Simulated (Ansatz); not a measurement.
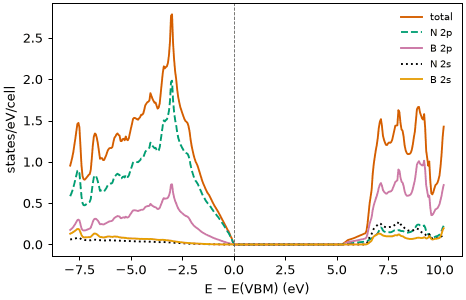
*Total and projected density of states of BN (wurtzite, P6_3mc), PBE (plane waves, PAW; program Ansatz)*

### Question
Which orbitals carry the states next to the gap?

### Answer
Top 1 eV of the valence band: N 2p 85 %, B 2p 14 %. Bottom 1 eV of the conduction band: B 2p 54 %, N 2p 25 %, outside the projected shells 21 %. Projections are on Löwdin-orthogonalised atomic valence shells; empty p or d shells of many metals are not among them.

### Question
Where is the tallest occupied peak in this window, and what makes it?

### Answer
Near -3.0 eV, about 2.8 states/eV per cell; the largest projected share is N 2p.

The PBE relaxation kept the symmetry of its start.

Potentials: the earlier of the program's two PAW sets.
